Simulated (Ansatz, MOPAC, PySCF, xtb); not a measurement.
CH4 (SMILES C) and ClH3Si (SMILES [SiH3]Cl) are pulled apart as rigid monomers along the line of their centres of mass, from the B3LYP-D3(BJ)/def2-TZVP minimum. Starting geometry (charge 0, multiplicity 1):
```xyz
10

C      0.199     0.139     0.072
H      0.343     0.563    -0.921
H      0.341     0.916     0.822
H     -0.811    -0.262     0.150
H      0.922    -0.659     0.233
Si    -0.195    -0.875     3.719
Cl     0.246     1.132     3.952
H      0.937    -1.528     3.035
H     -1.426    -0.994     2.915
H     -0.395    -1.460     5.059
```

Interaction energies with rigid monomers; basis-set methods are counterpoise corrected unless marked otherwise.

Cores are frozen in the correlated methods. Rows in 6-31G* carry no dispersion term and start afresh at each structure (6-31G* with six Cartesian d functions). MP2/6-31G* freezes PySCF's default core. The state reached by PM6 isn't checked.

Programs: Ansatz (a program for electronic structure) with Gaussian orbitals; MOPAC for PM6 (differences of heats of formation); PySCF for 6-31G* rows; xtb for the GFN methods. Each number belongs to the level named beside it.

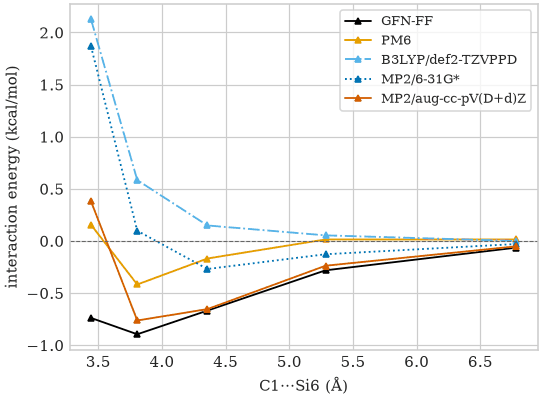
Fig. 1. Interaction energy against separation

### Question
Which level binds most strongly at C1···Si6 = 3.81, and by how much?

### Answer
GFN-FF, -0.9 kcal/mol.
